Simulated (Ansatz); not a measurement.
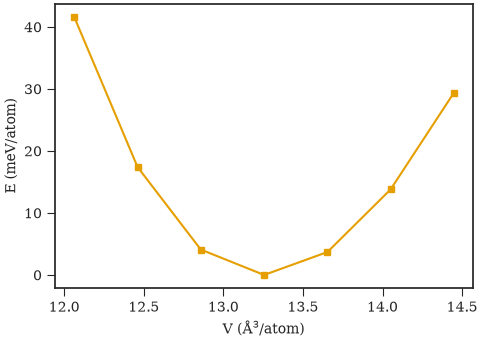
Fig. 1. CdF2 (fluorite, space group No. 225) under volume change, plane-wave PAW HSE06 (Ansatz code), scaled uniformly.

Task: What does a third-order Birch–Murnaghan fit give for V₀, B₀ and B′?

Result: V₀ = 13.26 Å³/atom, B₀ = 104 GPa, B′ = 4.8.

Space group Fm-3m (fluorite). Symmetry was held in the HSE06 relaxation.

Potentials: the earlier of the program's two PAW sets. The files were generated under PBE; for other functionals the program regenerates the frozen cores, and for LDA and PBEsol the local potential too.
